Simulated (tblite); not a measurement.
Run report: C6H8FGaO2, geometry relaxation (part 2 of 2)

The same run, continued: C6H8FGaO2; GFN2-xTB geometry optimisation, gas phase (tblite 0.8.0). It belongs to a series of runs on one base structure; here: H on C replaced by isopropenyl.

Geometry of the input (Å):
```
C  -1.7414  1.6986  0.1493
C  -1.3897  0.4261  0.0184
C  -2.4401  -0.6368  -0.1155
C  0.0576  0.0749  0.0391
C  0.5508  -0.9052  -0.7574
F  -0.2802  -1.5149  -1.6542
C  1.9669  -1.3704  -0.7877
O  2.9214  -0.8589  -0.1145
Ga 2.6899  0.5878  0.9700
O  0.8628  0.7835  0.9427
H  -1.0152  2.4862  0.2499
H  -2.7988  1.9828  0.1399
H  -2.7657  -0.7044  -1.1720
H  -2.0676  -1.6206  0.2208
H  -3.3417  -0.3752  0.5015
H  2.1931  -2.2176  -1.4068
H  3.3796  1.8844  0.3042
H  3.2096  0.2859  2.4607
```

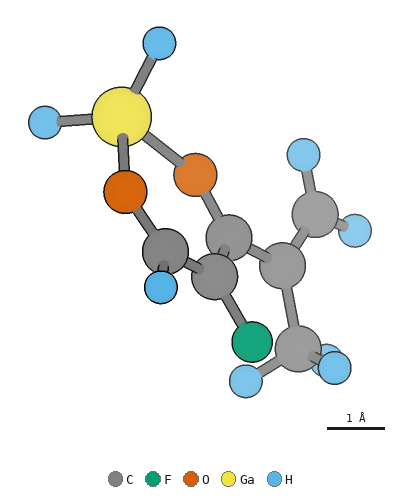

**Figure 1.** The geometry at step 87 of the log (ball-and-stick view, seen at a tilt).

### Trajectory as extended XYZ, continued
```
18
Properties=species:S:1:pos:R:3:forces:R:3 step=50 energy=-843.73392
C    -1.7009    1.7083    0.2617   -0.0010   0.0000  -0.0020
C    -1.3801    0.4317    0.0441    0.0230  -0.0020  -0.0040
C    -2.4106   -0.6398   -0.1339    0.0130   0.0140  -0.0020
C     0.0545    0.0851   -0.0080    0.0100  -0.0170  -0.0090
C     0.5543   -0.9964   -0.7554   -0.0040  -0.0030  -0.0070
F    -0.2879   -1.7383   -1.5228   -0.0040   0.0080   0.0110
C     1.8905   -1.3503   -0.8238    0.0020  -0.0030   0.0010
O     2.8472   -0.8000   -0.1990   -0.0100   0.0010  -0.0170
Ga    2.7412    0.7243    1.0054   -0.0070  -0.0010   0.0100
O     0.8624    0.8271    0.6505    0.0040   0.0030   0.0150
H    -0.9403    2.4632    0.3685   -0.0010   0.0090   0.0100
H    -2.7258    2.0304    0.3150   -0.0180   0.0070   0.0010
H    -2.5408   -0.8757   -1.1885    0.0150  -0.0110  -0.0080
H    -2.1161   -1.5524    0.3788   -0.0010   0.0000  -0.0030
H    -3.3630   -0.2991    0.2624   -0.0120  -0.0070  -0.0020
H     2.1409   -2.1920   -1.4840   -0.0100   0.0100   0.0210
H     3.4404    1.9300    0.3625   -0.0090  -0.0080  -0.0100
H     2.9254    0.2505    2.4550    0.0110  -0.0010  -0.0050
18
Properties=species:S:1:pos:R:3:forces:R:3 step=55 energy=-843.73467
C    -1.7062    1.7088    0.2669    0.0050   0.0090  -0.0100
C    -1.3785    0.4349    0.0432   -0.0210   0.0070   0.0020
C    -2.4066   -0.6376   -0.1398   -0.0110  -0.0180  -0.0070
C     0.0558    0.0889   -0.0076   -0.0060   0.0180   0.0170
C     0.5531   -0.9932   -0.7539   -0.0030  -0.0030   0.0170
F    -0.2924   -1.7402   -1.5115    0.0060  -0.0050  -0.0180
C     1.8885   -1.3491   -0.8220   -0.0090  -0.0080   0.0020
O     2.8471   -0.7975   -0.2029   -0.0010   0.0100  -0.0010
Ga    2.7406    0.7231    1.0067    0.0130   0.0030  -0.0090
O     0.8635    0.8303    0.6527   -0.0040  -0.0060   0.0070
H    -0.9487    2.4663    0.3786   -0.0060   0.0120   0.0120
H    -2.7337    2.0264    0.3176    0.0180  -0.0040   0.0030
H    -2.5244   -0.8856   -1.1932    0.0100   0.0130  -0.0090
H    -2.1164   -1.5466    0.3818   -0.0100   0.0040   0.0130
H    -3.3650   -0.2953    0.2421    0.0100  -0.0140  -0.0040
H     2.1340   -2.1948   -1.4764    0.0100  -0.0230  -0.0100
H     3.4360    1.9249    0.3548   -0.0020   0.0060  -0.0040
H     2.9443    0.2426    2.4511    0.0000   0.0000   0.0000
18
Properties=species:S:1:pos:R:3:forces:R:3 step=60 energy=-843.73508
C    -1.7079    1.7101    0.2698   -0.0030   0.0000   0.0090
C    -1.3798    0.4368    0.0430    0.0100   0.0020   0.0080
C    -2.4056   -0.6377   -0.1444    0.0090   0.0150   0.0040
C     0.0550    0.0912   -0.0063    0.0000  -0.0150   0.0010
C     0.5516   -0.9943   -0.7496    0.0010  -0.0060  -0.0020
F    -0.2925   -1.7434   -1.5073   -0.0020   0.0020  -0.0050
C     1.8869   -1.3506   -0.8210    0.0030  -0.0010   0.0050
O     2.8465   -0.7937   -0.2081    0.0060  -0.0020   0.0020
Ga    2.7433    0.7232    1.0045    0.0010  -0.0010  -0.0090
O     0.8633    0.8326    0.6531   -0.0020  -0.0080   0.0050
H    -0.9541    2.4704    0.3888    0.0020  -0.0080   0.0000
H    -2.7357    2.0243    0.3225   -0.0060   0.0080  -0.0030
H    -2.5104   -0.8905   -1.1978    0.0000  -0.0020  -0.0010
H    -2.1217   -1.5419    0.3890    0.0020  -0.0040  -0.0050
H    -3.3673   -0.2944    0.2262   -0.0140   0.0020  -0.0060
H     2.1327   -2.1998   -1.4725   -0.0060   0.0040   0.0070
H     3.4361    1.9253    0.3512    0.0010   0.0100  -0.0020
H     2.9509    0.2385    2.4474   -0.0020   0.0040  -0.0050
18
Properties=species:S:1:pos:R:3:forces:R:3 step=64 energy=-843.73527
C    -1.7095    1.7110    0.2719    0.0020  -0.0010  -0.0020
C    -1.3799    0.4381    0.0449   -0.0070  -0.0040   0.0070
C    -2.4046   -0.6364   -0.1456   -0.0110  -0.0080  -0.0050
C     0.0541    0.0892   -0.0029    0.0020   0.0100   0.0050
C     0.5508   -0.9956   -0.7476   -0.0010   0.0100  -0.0010
F    -0.2924   -1.7413   -1.5098    0.0030  -0.0030   0.0030
C     1.8860   -1.3515   -0.8185   -0.0030  -0.0030   0.0010
O     2.8471   -0.7941   -0.2079   -0.0020  -0.0060   0.0020
Ga    2.7460    0.7230    1.0018   -0.0040   0.0100  -0.0010
O     0.8621    0.8282    0.6593    0.0130  -0.0070   0.0060
H    -0.9565    2.4717    0.3921    0.0060  -0.0050   0.0030
H    -2.7379    2.0254    0.3202    0.0060  -0.0020   0.0020
H    -2.5054   -0.8890   -1.1995    0.0000  -0.0010  -0.0060
H    -2.1210   -1.5413    0.3871   -0.0030   0.0020  -0.0020
H    -3.3693   -0.2960    0.2204    0.0010   0.0060  -0.0010
H     2.1300   -2.2018   -1.4685    0.0030  -0.0050  -0.0040
H     3.4335    1.9284    0.3465   -0.0050  -0.0010   0.0030
H     2.9581    0.2382    2.4444    0.0000   0.0080  -0.0090
18
Properties=species:S:1:pos:R:3:forces:R:3 step=69 energy=-843.73543
C    -1.7096    1.7105    0.2747    0.0040  -0.0010   0.0020
C    -1.3808    0.4374    0.0476    0.0080   0.0030  -0.0050
C    -2.4058   -0.6363   -0.1482    0.0100   0.0080   0.0010
C     0.0537    0.0886   -0.0002    0.0020  -0.0060   0.0000
C     0.5504   -0.9947   -0.7468    0.0040  -0.0040  -0.0030
F    -0.2915   -1.7419   -1.5088   -0.0100  -0.0010   0.0000
C     1.8853   -1.3527   -0.8173    0.0020   0.0020  -0.0020
O     2.8473   -0.7957   -0.2083    0.0040   0.0040   0.0080
Ga    2.7467    0.7256    0.9988   -0.0020  -0.0020  -0.0030
O     0.8636    0.8244    0.6636   -0.0150   0.0060   0.0010
H    -0.9558    2.4703    0.3970    0.0030  -0.0070   0.0040
H    -2.7377    2.0261    0.3213    0.0060  -0.0020   0.0020
H    -2.5002   -0.8898   -1.2025   -0.0050   0.0010  -0.0010
H    -2.1239   -1.5400    0.3871   -0.0120  -0.0060   0.0000
H    -3.3718   -0.2939    0.2128    0.0020  -0.0010  -0.0030
H     2.1285   -2.2044   -1.4661   -0.0030  -0.0010  -0.0010
H     3.4317    1.9320    0.3442   -0.0040   0.0040  -0.0050
H     2.9613    0.2406    2.4394    0.0050   0.0040   0.0070
18
Properties=species:S:1:pos:R:3:forces:R:3 step=73 energy=-843.73561
C    -1.7072    1.7088    0.2792    0.0010  -0.0010   0.0030
C    -1.3800    0.4358    0.0488   -0.0050  -0.0010   0.0040
C    -2.4060   -0.6355   -0.1524   -0.0080   0.0000   0.0000
C     0.0537    0.0862    0.0027    0.0000   0.0070  -0.0050
C     0.5507   -0.9947   -0.7468   -0.0030  -0.0080   0.0090
F    -0.2928   -1.7431   -1.5058    0.0000  -0.0010  -0.0070
C     1.8851   -1.3536   -0.8167   -0.0020  -0.0060   0.0090
O     2.8472   -0.7972   -0.2072    0.0020   0.0070  -0.0040
Ga    2.7465    0.7291    0.9947    0.0050   0.0000   0.0040
O     0.8615    0.8211    0.6698    0.0040   0.0010  -0.0070
H    -0.9521    2.4664    0.4062    0.0040  -0.0040   0.0030
H    -2.7346    2.0264    0.3243    0.0030  -0.0020   0.0020
H    -2.4938   -0.8902   -1.2069   -0.0050  -0.0010  -0.0020
H    -2.1330   -1.5398    0.3868    0.0020   0.0000  -0.0060
H    -3.3736   -0.2905    0.2009   -0.0070   0.0080  -0.0010
H     2.1256   -2.2080   -1.4631    0.0100   0.0030  -0.0030
H     3.4273    1.9388    0.3389   -0.0110  -0.0070  -0.0050
H     2.9668    0.2464    2.4351    0.0070   0.0050   0.0070
18
Properties=species:S:1:pos:R:3:forces:R:3 step=78 energy=-843.73601
C    -1.7021    1.7043    0.2893   -0.0050   0.0010   0.0000
C    -1.3803    0.4314    0.0520    0.0020   0.0040  -0.0090
C    -2.4112   -0.6332   -0.1613    0.0010   0.0050  -0.0080
C     0.0534    0.0822    0.0072   -0.0070  -0.0280   0.0210
C     0.5501   -0.9996   -0.7414    0.0020  -0.0020  -0.0040
F    -0.2937   -1.7437   -1.5047    0.0150  -0.0080   0.0070
C     1.8846   -1.3585   -0.8106    0.0060   0.0150  -0.0170
O     2.8468   -0.7973   -0.2052   -0.0050  -0.0060   0.0040
Ga    2.7492    0.7344    0.9901   -0.0090  -0.0060   0.0080
O     0.8599    0.8151    0.6780    0.0110  -0.0070  -0.0140
H    -0.9429    2.4562    0.4254   -0.0040   0.0020   0.0020
H    -2.7280    2.0257    0.3301   -0.0100   0.0130   0.0100
H    -2.4875   -0.8893   -1.2165   -0.0060   0.0080  -0.0020
H    -2.1509   -1.5400    0.3806   -0.0040   0.0130   0.0020
H    -3.3807   -0.2790    0.1786    0.0070  -0.0090   0.0020
H     2.1268   -2.2120   -1.4579    0.0050   0.0020   0.0090
H     3.4106    1.9481    0.3229   -0.0030  -0.0040  -0.0080
H     2.9871    0.2616    2.4317    0.0030   0.0050  -0.0020
18
Properties=species:S:1:pos:R:3:forces:R:3 step=82 energy=-843.73633
C    -1.6991    1.7019    0.2969    0.0000   0.0020   0.0020
C    -1.3807    0.4291    0.0533   -0.0040   0.0020   0.0100
C    -2.4142   -0.6307   -0.1692   -0.0030   0.0000   0.0010
C     0.0522    0.0751    0.0132    0.0020   0.0150  -0.0210
C     0.5499   -1.0039   -0.7380    0.0030  -0.0050  -0.0030
F    -0.2923   -1.7477   -1.5026    0.0010  -0.0220   0.0010
C     1.8852   -1.3593   -0.8093    0.0040  -0.0040   0.0090
O     2.8466   -0.7973   -0.2038    0.0100   0.0010   0.0060
Ga    2.7491    0.7375    0.9880   -0.0030   0.0050  -0.0070
O     0.8606    0.8085    0.6815   -0.0100  -0.0080   0.0100
H    -0.9362    2.4488    0.4401   -0.0090   0.0060   0.0030
H    -2.7238    2.0289    0.3370    0.0040   0.0010   0.0030
H    -2.4833   -0.8875   -1.2248   -0.0030   0.0080   0.0020
H    -2.1627   -1.5374    0.3768   -0.0010   0.0050  -0.0050
H    -3.3850   -0.2728    0.1631    0.0040  -0.0030  -0.0010
H     2.1285   -2.2146   -1.4532    0.0040   0.0030  -0.0100
H     3.3967    1.9533    0.3097   -0.0010  -0.0080  -0.0020
H     3.0000    0.2744    2.4299    0.0010   0.0010   0.0010
18
Properties=species:S:1:pos:R:3:forces:R:3 step=87 energy=-843.73666
C    -1.6958    1.6988    0.3104    0.0010   0.0040   0.0030
C    -1.3819    0.4268    0.0560    0.0030   0.0080  -0.0170
C    -2.4194   -0.6259   -0.1803    0.0030   0.0060   0.0010
C     0.0505    0.0691    0.0139   -0.0030  -0.0080   0.0150
C     0.5508   -1.0111   -0.7346    0.0000   0.0040   0.0030
F    -0.2884   -1.7628   -1.4953    0.0050  -0.0030   0.0070
C     1.8879   -1.3623   -0.8048   -0.0040  -0.0020  -0.0010
O     2.8487   -0.7970   -0.2014   -0.0040  -0.0020   0.0000
Ga    2.7481    0.7433    0.9827   -0.0010  -0.0030   0.0010
O     0.8584    0.7992    0.6867   -0.0010   0.0020   0.0010
H    -0.9312    2.4417    0.4638    0.0020   0.0040   0.0000
H    -2.7185    2.0314    0.3506   -0.0040  -0.0100   0.0050
H    -2.4745   -0.8845   -1.2359    0.0030   0.0000  -0.0030
H    -2.1827   -1.5317    0.3730    0.0050  -0.0110  -0.0080
H    -3.3925   -0.2613    0.1361   -0.0070   0.0070   0.0050
H     2.1332   -2.2167   -1.4492    0.0030   0.0000  -0.0020
H     3.3810    1.9587    0.2917    0.0050   0.0030  -0.0060
H     3.0175    0.2907    2.4249   -0.0050   0.0010  -0.0040
18
Properties=species:S:1:pos:R:3:forces:R:3 step=92 energy=-843.73678
C    -1.6949    1.6997    0.3110    0.0000  -0.0050  -0.0010
C    -1.3818    0.4278    0.0546    0.0020  -0.0090   0.0090
C    -2.4198   -0.6244   -0.1819   -0.0010  -0.0030  -0.0060
C     0.0498    0.0669    0.0168    0.0020   0.0000  -0.0080
C     0.5508   -1.0124   -0.7329   -0.0010  -0.0060   0.0060
F    -0.2873   -1.7646   -1.4946   -0.0020   0.0060   0.0080
C     1.8878   -1.3634   -0.8032    0.0030  -0.0010   0.0020
O     2.8479   -0.7992   -0.1976   -0.0030  -0.0010  -0.0050
Ga    2.7475    0.7436    0.9821    0.0020   0.0010   0.0010
O     0.8569    0.7957    0.6919    0.0020   0.0000   0.0020
H    -0.9302    2.4424    0.4656   -0.0020   0.0010   0.0000
H    -2.7180    2.0309    0.3512   -0.0030  -0.0010   0.0030
H    -2.4767   -0.8796   -1.2384   -0.0030   0.0060  -0.0030
H    -2.1810   -1.5336    0.3657    0.0010   0.0070  -0.0040
H    -3.3927   -0.2613    0.1384    0.0080  -0.0010  -0.0010
H     2.1347   -2.2158   -1.4502   -0.0040   0.0040   0.0040
H     3.3760    1.9587    0.2856    0.0040   0.0000  -0.0030
H     3.0220    0.2949    2.4242   -0.0050   0.0010  -0.0020
18
Properties=species:S:1:pos:R:3:forces:R:3 step=96 energy=-843.73688
C    -1.6938    1.6977    0.3156   -0.0040   0.0010   0.0080
C    -1.3812    0.4265    0.0553    0.0010   0.0060  -0.0040
C    -2.4210   -0.6221   -0.1880    0.0060  -0.0010   0.0020
C     0.0500    0.0645    0.0188    0.0010   0.0010   0.0080
C     0.5509   -1.0167   -0.7278    0.0010   0.0060  -0.0030
F    -0.2877   -1.7696   -1.4879    0.0000  -0.0020   0.0030
C     1.8886   -1.3645   -0.8013   -0.0040  -0.0070   0.0080
O     2.8488   -0.7987   -0.1978    0.0010   0.0040  -0.0040
Ga    2.7482    0.7466    0.9790   -0.0010  -0.0020   0.0000
O     0.8564    0.7931    0.6952    0.0060   0.0020  -0.0070
H    -0.9301    2.4408    0.4736    0.0000  -0.0050   0.0010
H    -2.7172    2.0279    0.3586   -0.0030   0.0020  -0.0040
H    -2.4744   -0.8762   -1.2449   -0.0040   0.0090   0.0010
H    -2.1859   -1.5317    0.3600   -0.0050  -0.0080  -0.0010
H    -3.3934   -0.2557    0.1298    0.0020  -0.0070  -0.0040
H     2.1354   -2.2166   -1.4483    0.0000  -0.0030  -0.0020
H     3.3735    1.9603    0.2770    0.0030   0.0000   0.0000
H     3.0243    0.3007    2.4212   -0.0010   0.0020   0.0010
18
Properties=species:S:1:pos:R:3:forces:R:3 step=101 energy=-843.73699
C    -1.6937    1.6960    0.3229    0.0020   0.0000  -0.0050
C    -1.3804    0.4264    0.0561   -0.0020  -0.0090   0.0110
C    -2.4207   -0.6202   -0.1938   -0.0060  -0.0010  -0.0010
C     0.0504    0.0630    0.0218   -0.0030  -0.0010  -0.0110
C     0.5505   -1.0204   -0.7225   -0.0010  -0.0020   0.0010
F    -0.2888   -1.7763   -1.4790    0.0050   0.0000   0.0050
C     1.8884   -1.3673   -0.7980    0.0040   0.0070  -0.0100
O     2.8496   -0.7974   -0.1995   -0.0030  -0.0050  -0.0020
Ga    2.7489    0.7494    0.9752    0.0030  -0.0030   0.0030
O     0.8581    0.7932    0.6947   -0.0030   0.0060  -0.0030
H    -0.9294    2.4378    0.4832    0.0010   0.0040   0.0090
H    -2.7171    2.0263    0.3655   -0.0010   0.0030  -0.0030
H    -2.4714   -0.8705   -1.2517    0.0060   0.0010  -0.0020
H    -2.1918   -1.5319    0.3535    0.0020  -0.0020  -0.0090
H    -3.3940   -0.2527    0.1191   -0.0050   0.0000   0.0070
H     2.1356   -2.2180   -1.4470   -0.0050  -0.0010   0.0100
H     3.3722    1.9617    0.2693    0.0040   0.0010   0.0000
H     3.0250    0.3074    2.4185    0.0020   0.0030   0.0000
18
Properties=species:S:1:pos:R:3:forces:R:3 step=105 energy=-843.73724
C    -1.6939    1.6926    0.3375    0.0040  -0.0040  -0.0020
C    -1.3804    0.4244    0.0623    0.0000  -0.0080  -0.0010
C    -2.4223   -0.6160   -0.2065   -0.0020   0.0010  -0.0070
C     0.0505    0.0612    0.0268   -0.0070  -0.0120   0.0040
C     0.5496   -1.0277   -0.7106    0.0020   0.0080  -0.0130
F    -0.2899   -1.7930   -1.4574   -0.0020   0.0020   0.0020
C     1.8883   -1.3698   -0.7942    0.0000  -0.0090   0.0180
O     2.8516   -0.7962   -0.2031    0.0020   0.0060  -0.0020
Ga    2.7528    0.7549    0.9666   -0.0050  -0.0050   0.0050
O     0.8605    0.7957    0.6927   -0.0070   0.0010  -0.0110
H    -0.9292    2.4317    0.5089   -0.0060   0.0030   0.0070
H    -2.7175    2.0231    0.3766    0.0090   0.0030   0.0020
H    -2.4632   -0.8530   -1.2678   -0.0010  -0.0020  -0.0110
H    -2.2033   -1.5363    0.3301    0.0090   0.0060   0.0020
H    -3.3972   -0.2482    0.1009   -0.0040   0.0000   0.0100
H     2.1333   -2.2243   -1.4390   -0.0050   0.0020   0.0030
H     3.3714    1.9631    0.2510    0.0090   0.0070  -0.0010
H     3.0304    0.3243    2.4134    0.0040   0.0010  -0.0040
18
Properties=species:S:1:pos:R:3:forces:R:3 step=110 energy=-843.73740
C    -1.6935    1.6906    0.3424   -0.0010  -0.0010   0.0020
C    -1.3808    0.4227    0.0646    0.0000   0.0040  -0.0060
C    -2.4235   -0.6145   -0.2127    0.0020  -0.0010  -0.0010
C     0.0497    0.0592    0.0300    0.0010   0.0040  -0.0130
C     0.5492   -1.0296   -0.7071   -0.0030  -0.0060   0.0060
F    -0.2910   -1.7986   -1.4492    0.0040   0.0020  -0.0010
C     1.8878   -1.3723   -0.7894    0.0010   0.0040  -0.0070
O     2.8523   -0.7959   -0.2026   -0.0080  -0.0030   0.0010
Ga    2.7538    0.7572    0.9633   -0.0020   0.0050   0.0020
O     0.8605    0.7971    0.6909    0.0020  -0.0010   0.0040
H    -0.9304    2.4296    0.5198    0.0070  -0.0020   0.0050
H    -2.7165    2.0224    0.3786   -0.0060   0.0020   0.0030
H    -2.4644   -0.8413   -1.2765   -0.0090  -0.0020   0.0020
H    -2.2032   -1.5395    0.3154    0.0050   0.0010  -0.0010
H    -3.3977   -0.2496    0.1008    0.0020  -0.0030  -0.0020
H     2.1316   -2.2268   -1.4346    0.0010  -0.0040   0.0100
H     3.3727    1.9635    0.2433    0.0040   0.0020   0.0020
H     3.0347    0.3322    2.4113    0.0020  -0.0010  -0.0050
18
Properties=species:S:1:pos:R:3:forces:R:3 step=114 energy=-843.73755
C    -1.6938    1.6883    0.3512   -0.0020   0.0010  -0.0100
C    -1.3814    0.4226    0.0632    0.0010   0.0080   0.0090
C    -2.4243   -0.6125   -0.2218    0.0030   0.0040   0.0000
C     0.0491    0.0590    0.0301   -0.0020  -0.0030   0.0010
C     0.5478   -1.0338   -0.7010    0.0030   0.0040  -0.0080
F    -0.2919   -1.8068   -1.4395    0.0020   0.0020  -0.0010
C     1.8869   -1.3746   -0.7847    0.0000  -0.0070   0.0050
O     2.8516   -0.7948   -0.2022   -0.0030   0.0020   0.0000
Ga    2.7542    0.7632    0.9586    0.0000  -0.0100   0.0050
O     0.8606    0.7984    0.6892   -0.0040   0.0020  -0.0040
H    -0.9300    2.4246    0.5375    0.0030  -0.0010   0.0020
H    -2.7165    2.0213    0.3845   -0.0060   0.0020   0.0100
H    -2.4675   -0.8295   -1.2877   -0.0020  -0.0080   0.0050
H    -2.2025   -1.5412    0.2991   -0.0020   0.0020  -0.0100
H    -3.3985   -0.2509    0.0960    0.0060   0.0000   0.0000
H     2.1298   -2.2331   -1.4246    0.0050  -0.0060   0.0020
H     3.3761    1.9648    0.2344    0.0010   0.0090  -0.0040
H     3.0415    0.3411    2.4061   -0.0030   0.0000  -0.0040
18
Properties=species:S:1:pos:R:3:forces:R:3 step=119 energy=-843.73765
C    -1.6943    1.6874    0.3574    0.0010  -0.0040   0.0070
C    -1.3819    0.4230    0.0630    0.0000  -0.0020  -0.0030
C    -2.4249   -0.6103   -0.2275    0.0000  -0.0020  -0.0010
C     0.0487    0.0592    0.0283    0.0010   0.0030  -0.0050
C     0.5476   -1.0362   -0.6993   -0.0010   0.0000   0.0000
F    -0.2922   -1.8146   -1.4319    0.0020   0.0030   0.0000
C     1.8868   -1.3769   -0.7821    0.0020   0.0030   0.0000
O     2.8516   -0.7918   -0.2050   -0.0020  -0.0050   0.0010
Ga    2.7549    0.7665    0.9543    0.0010  -0.0010  -0.0030
O     0.8609    0.8021    0.6828    0.0030   0.0000  -0.0010
H    -0.9294    2.4209    0.5507   -0.0030   0.0030  -0.0040
H    -2.7170    2.0203    0.3951    0.0010   0.0010   0.0040
H    -2.4645   -0.8296   -1.2929    0.0030   0.0040  -0.0020
H    -2.2068   -1.5395    0.2937    0.0000  -0.0030   0.0020
H    -3.4000   -0.2476    0.0859    0.0010   0.0010   0.0020
H     2.1305   -2.2388   -1.4176    0.0000  -0.0010   0.0070
H     3.3810    1.9680    0.2315   -0.0070   0.0000   0.0000
H     3.0403    0.3442    2.4021   -0.0020  -0.0010   0.0000
```

### Key numbers

```csv
quantity,value
outcome,converged
total energy,−843.7377 eV
hardware,"1 CPU thread, shared host"
wall time,0.98 s
peak memory,0.18 GiB
```
